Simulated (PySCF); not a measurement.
**C₇H₅F₃O: NMR shifts in solvents**

Aim: compute the NMR shifts of C₇H₅F₃O (`C=CC1=C(OC(F)(F)F)C1=C`), and see what a dielectric continuum does where one was used.

The runs use PySCF 2.14.0, with density-fitted response routines of our own; the level of theory stands in each step. All values are computed, except where a source is named. Atoms are numbered from 0 throughout.

### 1 Starting geometry

16 atoms, charge 0, multiplicity 1; geometry from: GFN2-xTB.

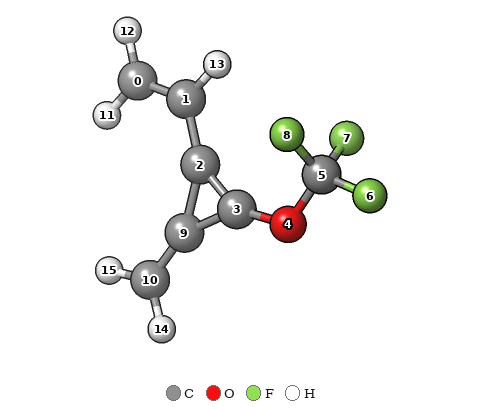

As it starts; carbon grey, oxygen red, fluorine green, hydrogen white, atoms numbered; sticks join atoms by distance.

### 2 Optimising the geometry at PBE0-D3(BJ)/def2-SVP

The job: settings as JSON, then the geometry in Å.

```
{"job": {"xc": "PBE0", "basis": "def2-SVP", "d3": "d3bj", "grid": 1, "kind": "geom"}, "charge": 0, "multiplicity": 1}
C      2.624694    -0.553292     0.680238
C      1.363035    -0.892350     0.411738
C      0.365538     0.066817     0.101755
C     -0.894420     0.358132    -0.232116
O     -2.154455    -0.069325    -0.524099
C     -2.330289    -1.388668    -0.507573
F     -3.588943    -1.667805    -0.807605
F     -1.553656    -2.036797    -1.387594
F     -2.067383    -1.943613     0.684360
C     -0.014253     1.478427    -0.085929
C      0.226952     2.767597    -0.108871
H      2.937268     0.477092     0.669791
H      3.371340    -1.292040     0.912499
H      1.046662    -1.928032     0.417322
H     -0.544927     3.477604    -0.346880
H      1.205239     3.155198     0.111553
```

The run is started by

```console
$ OMP_NUM_THREADS=1 python probes_run.py task.json out
```

This one command runs all jobs of the session in turn.

Log:

```text
step   0  E = -643.23457795  max force = 0.046879
step   1  E = -643.23845176  max force = 0.018200
step   2  E = -643.23880598  max force = 0.007131
step   3  E = -643.23902790  max force = 0.002585
step   4  E = -643.23903175  max force = 0.002325
step   5  E = -643.23906598  max force = 0.000635
step   6  E = -643.23906959  max force = 0.000498
step   7  E = -643.23906955  max force = 0.000477
step   8  E = -643.23907017  max force = 0.000344
optimisation converged
```

It took 2.5 min on 1 thread of Arm Neoverse V1, shared host; peak memory 0.73 GiB.

The steps of the relaxation:

```tsv
step	energy from step 0 (eV)	largest force component (eV/Å)
0	0.0000	2.4106
1	-0.1054	0.9359
2	-0.1151	0.3667
3	-0.1211	0.1329
4	-0.1212	0.1196
5	-0.1221	0.0327
6	-0.1222	0.0256
7	-0.1222	0.0245
8	-0.1222	0.0177
```

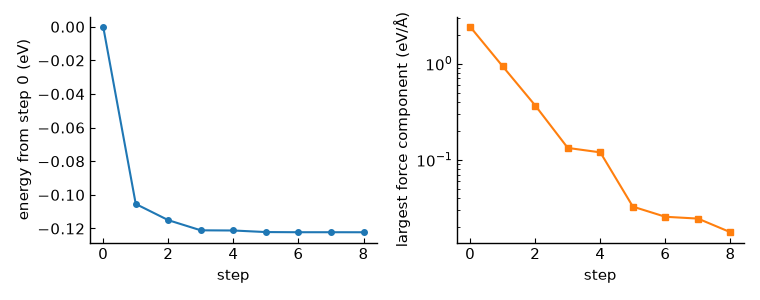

Energy and force, step by step.

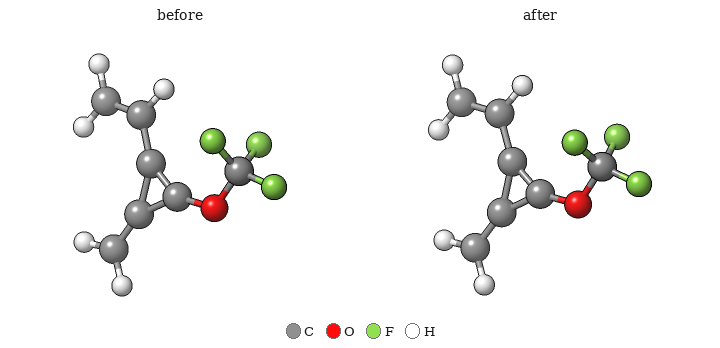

Before and after, at one scale.

Distances of close pairs at the start and the end, largest changes first:

```tsv
bond	before (Å)	after (Å)	change (Å)
O4–C5	1.331	1.369	+0.038
C3–O4	1.362	1.335	-0.027
C9–C10	1.312	1.334	+0.022
C3–C9	1.432	1.412	-0.020
C0–H11	1.077	1.093	+0.017
C0–H12	1.076	1.092	+0.016
C5–F8	1.341	1.325	-0.016
C10–H15	1.075	1.091	+0.016
```

The next job starts from the end point, and lists it.

```tsv
at the end point	value
point group (found at 0.08 Å tolerance)	C1
rotational constants (GHz, main isotopes)	1.851, 0.714, 0.566
dipole moment (D)	1.76
```

### 3 Shielding tensors: PBE0/pcSseg-1 in chloroform

The job: settings as JSON, then the geometry in Å.

```
{"job": {"kind": "nmr", "xc": "PBE0", "basis": "pcSseg-1", "solvent": "chloroform", "pop": true}, "charge": 0, "multiplicity": 1}
C      2.632941    -0.433012     0.777423
C      1.407145    -0.855377     0.428490
C      0.353109     0.047226     0.079013
C     -0.892302     0.303247    -0.304947
O     -2.105596    -0.134171    -0.648672
C     -2.314399    -1.485023    -0.564322
F     -3.530539    -1.719345    -0.996310
F     -1.444806    -2.156191    -1.306012
F     -2.200091    -1.910121     0.685173
C     -0.072186     1.436211    -0.112062
C      0.167415     2.748700    -0.101247
H      2.874802     0.632692     0.810624
H      3.422573    -1.141388     1.036909
H      1.170395    -1.923275     0.395723
H     -0.617034     3.458492    -0.366829
H      1.149741     3.135142     0.173185
```

With the program's defaults for keys left out, this is: GIAO PBE0/pcSseg-1 NMR shielding, non-relativistic, IEF-PCM chloroform.

Log:

```text
coarse grid: 15048 points
cycle   1  E = -643.3495795032  dE =  2.304e+00  |g| = 1.050e+00  |ddm| = 4.021e+00
cycle   2  E = -643.1717245960  dE =  1.779e-01  |g| = 1.505e+00  |ddm| = 1.578e+00
cycle   3  E = -643.5492727251  dE = -3.775e-01  |g| = 1.019e-01  |ddm| = 9.786e-01
cycle   4  E = -643.5505778170  dE = -1.305e-03  |g| = 6.875e-02  |ddm| = 1.622e-01
cycle   5  E = -643.5516085124  dE = -1.031e-03  |g| = 1.591e-02  |ddm| = 7.269e-02
cycle   6  E = -643.5516632397  dE = -5.473e-05  |g| = 3.554e-03  |ddm| = 1.532e-02
cycle   7  E = -643.5516656621  dE = -2.422e-06  |g| = 1.616e-03  |ddm| = 4.585e-03
final grid: 151336 points
cycle   8  E = -643.6458867811  dE = -3.836e-05  |g| = 1.079e-02  |ddm| = 4.555e-02
cycle   9  E = -643.6458561355  dE =  3.065e-05  |g| = 1.658e-02  |ddm| = 2.047e-02
cycle  10  E = -643.6459093488  dE = -5.321e-05  |g| = 1.998e-03  |ddm| = 1.344e-02
cycle  11  E = -643.6459102207  dE = -8.719e-07  |g| = 3.345e-04  |ddm| = 1.745e-03
cycle  12  E = -643.6459102390  dE = -1.838e-08  |g| = 1.235e-04  |ddm| = 3.343e-04
cycle  13  E = -643.6459102426  dE = -3.522e-09  |g| = 3.278e-05  |ddm| = 1.280e-04
cycle  14  E = -643.6459102428  dE = -2.005e-10  |g| = 9.460e-06  |ddm| = 3.038e-05
converged SCF energy = -643.6459102428

GIAO shielding tensors (ppm)
atom      isotropic    diamagn.    paramagn.     s11        s22        s33       span
  0 C       44.040     255.976    -211.936    -71.316     40.130    163.306    234.622
  1 C       60.307     253.699    -193.392    -57.627     70.910    167.639    225.266
  2 C       69.974     258.642    -188.669    -28.888     74.423    164.386    193.275
  3 C       45.526     256.845    -211.320    -28.636     48.304    116.909    145.545
  4 O      151.357     397.383    -246.026     70.046    160.277    223.748    153.702
  5 C       57.054     239.021    -181.967     53.677     55.714     61.771      8.094
  6 F      256.214     463.741    -207.527    205.124    213.804    349.716    144.591
  7 F      249.989     475.180    -225.191    183.600    212.731    353.634    170.034
  8 F      248.556     474.360    -225.804    183.880    209.244    352.545    168.664
  9 C       61.604     258.227    -196.623    -62.260     61.165    185.908    248.168
 10 C      123.205     259.537    -136.332     56.175    133.831    179.608    123.433
 11 H       25.043      31.430      -6.387     21.815     23.826     29.488      7.673
 12 H       24.890      27.827      -2.937     22.469     24.177     28.024      5.555
 13 H       24.534      31.235      -6.701     21.164     23.346     29.091      7.926
 14 H       27.310      29.986      -2.676     23.977     26.365     31.589      7.612
 15 H       27.395      31.514      -4.118     23.925     26.521     31.740      7.815
```

Wall time 38 s (1 thread of Arm Neoverse V1, shared host); peak memory 1.1 GiB.

Shifts follow as δ = σ(reference) − σ, with reference shieldings (ppm) from runs at the same level and on the same kind of geometry: 1H TMS 31.25, 13C TMS 185.2, 19F CFCl3 179.6, 17O H2O 341.0. The references are single molecules in the same continuum, so shifts against H2O, NH3, PH3, H3PO4 or CFCl3 are not on the usual liquid scales and can be off by tens of ppm. Atoms listed in one row are averaged.

```tsv
atoms	environment	σ (ppm)	δ (ppm)
C0	terminal =CH2 carbon	44.0	141.1
C3	alkene carbon bearing oxygen	45.5	139.6
C5	CF3 carbon	57.1	128.1
C1	alkene CH	60.3	124.9
C9	fully substituted alkene carbon	61.6	123.6
C2	β carbon of an enol-ether or enamine type C=C	70.0	115.2
C10	terminal =CH2 carbon	123.2	62.0
H13	hydrogen on an alkene CH	24.53	6.71
H12	hydrogen on a terminal =CH2 carbon	24.89	6.36
H11	hydrogen on a terminal =CH2 carbon	25.04	6.20
H14	hydrogen on a terminal =CH2 carbon	27.31	3.94
H15	hydrogen on a terminal =CH2 carbon	27.40	3.85
O4	ether oxygen	151.4	189.6
F6, F7, F8	fluorine of an OCF3 group	251.6	-72.0
```

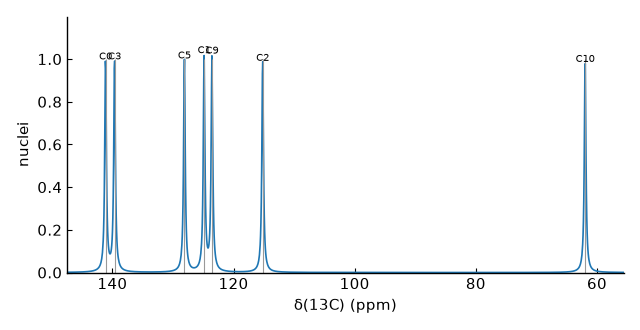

13C lines at the computed shifts, without couplings. Lines are broadened to a width of 0.32 ppm (Lorentzian).

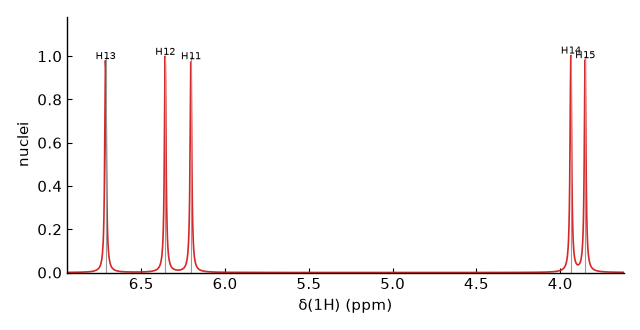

1H lines at the computed shifts, without couplings. Lines are broadened to a width of 0.01 ppm (Lorentzian).

The run also stored atomic charges by several schemes (e):

```tsv
atoms	Mulliken	IAO	Hirshfeld	ESP fit
C0	-0.12	-0.27	-0.06	-0.39
C1	-0.19	-0.17	-0.05	-0.11
C2	-0.02	-0.01	0.00	-0.08
C3	0.19	0.19	0.07	0.17
O4	-0.43	-0.29	-0.10	-0.27
C5	0.97	0.97	0.33	0.70
F6, F7, F8	-0.24	-0.26	-0.08	-0.17
C9	-0.13	0.03	-0.02	0.27
C10	-0.22	-0.47	-0.19	-0.90
```

IAO charges:

C0 -0.27; C1 -0.17; C2 -0.01; C3 0.19; O4 -0.29; C5 0.97; F6 -0.25; F7 -0.27; F8 -0.27; C9 0.03; C10 -0.47; H11 0.16; H12 0.17; H13 0.17; H14 0.16; H15 0.15

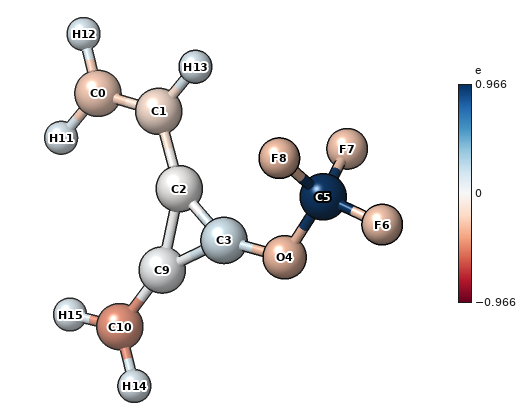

IAO charges, as colours on the atoms.

Mayer bond orders: C0–C1 1.87, C1–C2 1.15, C2–C3 1.47, C3–O4 1.02, O4–C5 0.99, C5–F6 1.09, C5–F7 1.03, C5–F8 1.03, C3–C9 1.06, C9–C10 1.99, C9–C2 0.77.

Ring of atoms C2, C3, C9: NICS(0) -28.1, NICS(1) -7.3, NICS(1)zz -9.3 ppm (means of both faces).

### 4 Nuclear shieldings: PBE0/pcSseg-1 in methanol

The job, as its differences from that of step 3:

```diff
@@ -1,2 +1,2 @@
-{"job": {"kind": "nmr", "xc": "PBE0", "basis": "pcSseg-1", "solvent": "chloroform", "pop": true}, "charge": 0, "multiplicity": 1}
+{"job": {"kind": "nmr", "xc": "PBE0", "basis": "pcSseg-1", "solvent": "methanol", "pop": false}, "charge": 0, "multiplicity": 1}
 C      2.632941    -0.433012     0.777423
```

Method: GIAO PBE0/pcSseg-1 NMR shielding, non-relativistic, IEF-PCM methanol.

Log:

```text
coarse grid: 15048 points
cycle   1  E = -643.3529300478  dE =  2.301e+00  |g| = 1.045e+00  |ddm| = 4.021e+00
cycle   2  E = -643.1841136220  dE =  1.688e-01  |g| = 1.488e+00  |ddm| = 1.538e+00
cycle   3  E = -643.5513094521  dE = -3.672e-01  |g| = 9.270e-02  |ddm| = 9.294e-01
cycle   4  E = -643.5523823708  dE = -1.073e-03  |g| = 6.169e-02  |ddm| = 1.396e-01
cycle   5  E = -643.5531772329  dE = -7.949e-04  |g| = 1.520e-02  |ddm| = 6.362e-02
cycle   6  E = -643.5532268660  dE = -4.963e-05  |g| = 3.256e-03  |ddm| = 1.432e-02
cycle   7  E = -643.5532289314  dE = -2.065e-06  |g| = 1.387e-03  |ddm| = 4.079e-03
final grid: 151336 points
cycle   8  E = -643.6474452256  dE = -3.944e-05  |g| = 1.057e-02  |ddm| = 4.575e-02
cycle   9  E = -643.6474192952  dE =  2.593e-05  |g| = 1.581e-02  |ddm| = 1.931e-02
cycle  10  E = -643.6474668369  dE = -4.754e-05  |g| = 1.853e-03  |ddm| = 1.243e-02
cycle  11  E = -643.6474675739  dE = -7.370e-07  |g| = 3.223e-04  |ddm| = 1.587e-03
cycle  12  E = -643.6474675909  dE = -1.694e-08  |g| = 1.211e-04  |ddm| = 3.175e-04
cycle  13  E = -643.6474675942  dE = -3.363e-09  |g| = 3.040e-05  |ddm| = 1.222e-04
cycle  14  E = -643.6474675944  dE = -1.767e-10  |g| = 9.313e-06  |ddm| = 2.740e-05
converged SCF energy = -643.6474675944

GIAO shielding tensors (ppm)
atom      isotropic    diamagn.    paramagn.     s11        s22        s33       span
  0 C       42.864     256.124    -213.260    -72.969     37.818    163.743    236.712
  1 C       60.302     253.608    -193.307    -57.622     70.551    167.975    225.597
  2 C       69.641     258.589    -188.948    -29.700     74.299    164.324    194.024
  3 C       45.801     256.748    -210.946    -28.086     48.532    116.959    145.045
  4 O      151.668     397.468    -245.800     70.387    160.681    223.936    153.549
  5 C       57.052     238.970    -181.918     53.634     55.842     61.680      8.046
  6 F      256.439     463.780    -207.341    205.416    213.958    349.944    144.528
  7 F      249.834     475.180    -225.346    183.530    212.403    353.568    170.038
  8 F      248.534     474.369    -225.836    183.984    209.050    352.567    168.583
  9 C       61.161     258.386    -197.225    -63.431     60.736    186.177    249.607
 10 C      124.450     259.725    -135.275     58.003    135.410    179.938    121.934
 11 H       24.955      31.356      -6.401     21.693     23.762     29.411      7.718
 12 H       24.782      27.754      -2.973     22.363     24.077     27.904      5.541
 13 H       24.454      31.143      -6.689     21.047     23.325     28.991      7.945
 14 H       27.333      30.014      -2.681     23.971     26.373     31.655      7.685
 15 H       27.381      31.496      -4.115     23.875     26.498     31.771      7.896
```

Wall time 36 s (1 thread of Arm Neoverse V1, shared host); peak memory 1.1 GiB.

This run: δ C0 142.6, C3 139.7, C5 128.4, C1 125.2, H13 6.79, H12 6.46 ppm.

### 5 Side by side: NMR shifts

Shifts (ppm) of some atoms, chosen among heavy atoms and hydrogens apart, means over like atoms, with basis size and wall time:

```tsv
run	C0	C9	C10	H12	H11	O4	F6	functions	time
PBE0/pcSseg-1 in chloroform	141.1	123.6	62.0	6.36	6.20	189.6	-72.0	212	38 s
PBE0/pcSseg-1 in methanol	142.6	124.3	61.0	6.46	6.28	191.3	-71.1	212	36 s
```

The continuum's effect on the ground state:

```tsv
solvent	ε	polarisation energy (Eh)	μ (D)
chloroform	4.71	-0.0042	2.27
methanol	32.61	-0.0060	2.46
```

### 6 Results

| quantity | value |
| --- | --- |
| point group | C1 |
| rotational constants (main isotopes) | 1.85, 0.71, 0.57 GHz |
| 13C shifts against TMS (PBE0/pcSseg-1, chloroform) | 141.1, 139.6, 128.1, 124.9, 123.6, 115.2, 62.0 ppm |
| 1H shifts against TMS (PBE0/pcSseg-1, chloroform) | 6.71, 6.36, 6.20, 3.94, 3.85 ppm |
| 17O shifts against H2O (PBE0/pcSseg-1, chloroform) | 189.6 ppm |
| 19F shifts against CFCl3 (PBE0/pcSseg-1, chloroform, means over atoms taken as alike) | -72.0 ppm |
| range of the shift of O4 | 189.6 to 191.3 ppm |

**Reading.** The optimisation took 8 steps and gained 0.122 eV; among the close pairs (by a distance rule), O4–C5 changed most, from 1.331 to 1.369 Å. No frequency check was run at this level, so the end point may be a saddle. The most deshielded hydrogen is H13 (hydrogen on an alkene CH), at 6.71 ppm: attached to an sp2 carbon and in the plane of the double bond. At PBE0/pcSseg-1: The widest tensor belongs to C9: span 248 ppm, with a paramagnetic part of -197 ppm. In ppm, O4 moves most: its shift spreads over 1.7 ppm, from 189.6 (PBE0/pcSseg-1 in chloroform) to 191.3 (PBE0/pcSseg-1 in methanol). Most of that comes from the computed reference, not from the atom's own shielding. The continuum holds electrostatics alone: no hydrogen bonds to the solvent, and the gas-phase geometry is kept.
